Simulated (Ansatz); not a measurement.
Si3C

Input file:

```
crystal:
  lattice:
    - [1.6808451167, 0.9704363806, 5.9740844308]
    - [-1.6808451167, 0.9704363806, 5.9740844308]
    - [0.0, -1.9408727611, 5.9740844308]
  atoms:
    - { symbol: C, position: [0.9992481165, -0.0007518835, -0.0007518835] }
    - { symbol: Si, position: [0.4949195162, 0.4949195162, 0.4949195162] }
    - { symbol: Si, position: [0.363550563, 0.363550563, 0.363550563] }
    - { symbol: Si, position: [0.8922818043, 0.8922818043, 0.8922818043] }
kpoints:
  mp_grid: { grid: [8, 8, 8] }
hamiltonian:
  xc: r2scan
scf:
  occupations: { method: fermi_dirac, width: 0.02 }
relax:
  f_tol: 0.005
  cell: {}
output:
  write_density: true
  write_potential: true
  elf: true
  volumetric_format: npy
```

Run with:

```sh
ansatz run input.yaml --threads 2 --pin off --max-ram 2211MiB --backend cpu --events-out ev --progress --plain --runs-dir out
```

Below, planes, directions and counts refer to the conventional cell (a = 3.40 Å, b = 3.40 Å, c = 17.61 Å, α = 90.00°, β = 90.00°, γ = 120.00°).

The fields are those of the run's last geometry, not of the input's.

Space group R3m; started from the ordered alloy on diamond lattice prototype, which need not be the ambient phase.

Computed with DFT, r2SCAN, plane waves, PAW (Ansatz).

Core electrons are frozen (PAW), and the valence fields are smoothed inside the atomic spheres.

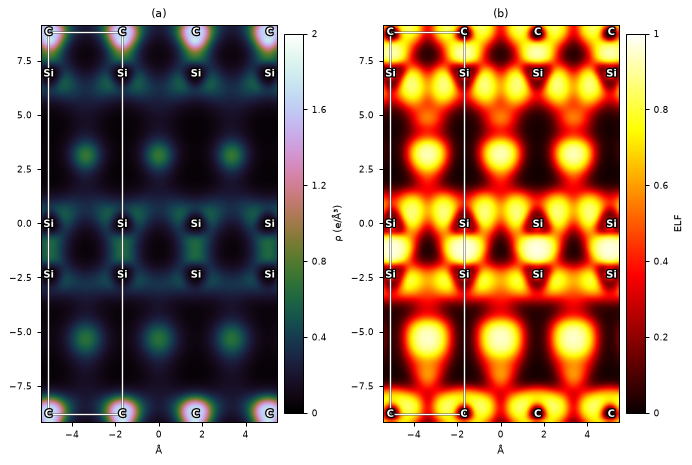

Figure 1. (a) valence charge density (pseudo); (b) ELF on the (100) plane of the conventional cell.

What does the map show?

The section cuts through C and Si sites.
Si–C (1.91 Å): ρ at the midpoint is about 0.85 e/Å³; the ELF peaks at about 0.90 between the atoms (a covalent bond).
Si–Si (2.34 Å): ρ at the midpoint is about 0.61 e/Å³; the ELF peaks at about 0.95 between the atoms, as expected for a shared electron pair.
Between the atoms the lowest density in this plane is 0.03 e/Å³.

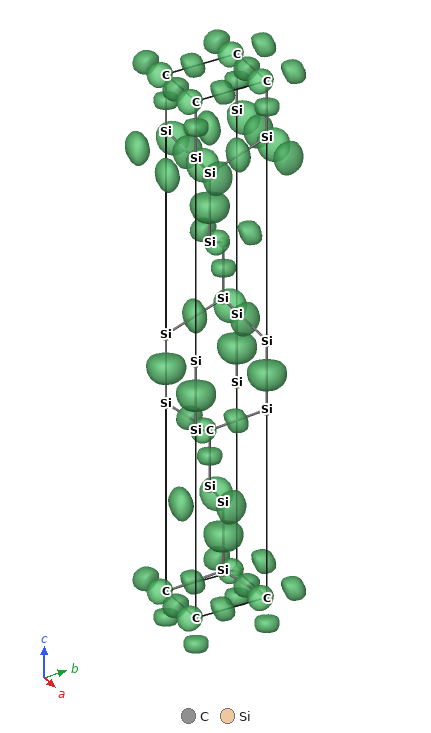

Figure 2. Isosurface of the ELF at 0.85 (green), seen slightly off an axis. Only the valence region is drawn (cores and ρ < 0.01 e/Å³ removed). Sticks mark near contacts.

Identify the bonds, lone pairs and shells in this picture.

The ELF exceeds this value in twelve regions between bonded C–Si atoms (shared pairs) and twelve regions between bonded Si–Si atoms (shared pairs), counted in one cell of 12 atoms. Regions shared between cells count once.


 Si–Si (2.23 Å): the ELF peaks at about 0.95 between the atoms: a covalent bond.
